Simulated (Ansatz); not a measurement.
Band structure of KBr (Fm-3m, 2 atoms in the cell).

```
CELL_PARAMETERS angstrom
      0.00000     3.30000     3.30000
      3.30000     0.00000     3.30000
      3.30000     3.30000     0.00000
ATOMIC_POSITIONS crystal
  K  0.00000 0.00000 0.00000
  Br 0.50000 0.50000 0.50000
```

Method of the run: PBE (plane waves, PAW; Ansatz, an electronic-structure program).

Settings: basis.ecutwfc = 420 eV; kpoints.mp_grid.grid = 6 6 6; hamiltonian.xc = pbe; hamiltonian.pseudopotentials = {kind: paw} (the program's default PAW files); scf.occupations.method = fermi_dirac; scf.occupations.width = 0.05 eV; kpoints.band_path.npoints = 8.

The starting cell has typed, rounded lattice constants, without a prior relaxation at this level.

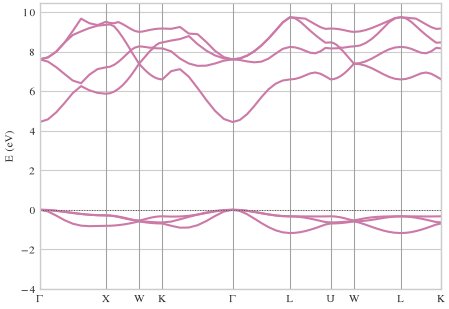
*Bands along the path, energies from the top of the valence band on the path.*

### Question
Read off roughly the gap and where its edges lie.

### Answer
The gap along the path is about 4.4 eV (computed: 4.44 eV), direct at Γ to within 0.01 eV.

Levels in eV from the top of the valence band on the path, bands 5 to 11:
```csv
point,5,6,7,8,9,10,11
Γ,-11.25,0.00,0.00,0.00,4.44,7.60,7.60
X,-11.29,-0.81,-0.29,-0.29,5.87,7.20,9.35
W,-11.16,-0.59,-0.59,-0.54,7.39,7.39,8.26
K,-11.18,-0.69,-0.64,-0.33,6.59,8.16,8.46
L,-11.00,-1.18,-0.33,-0.33,6.59,8.23,9.74
U,-11.18,-0.69,-0.64,-0.33,6.59,8.16,8.46
```

Keys are those of Ansatz 0.2.
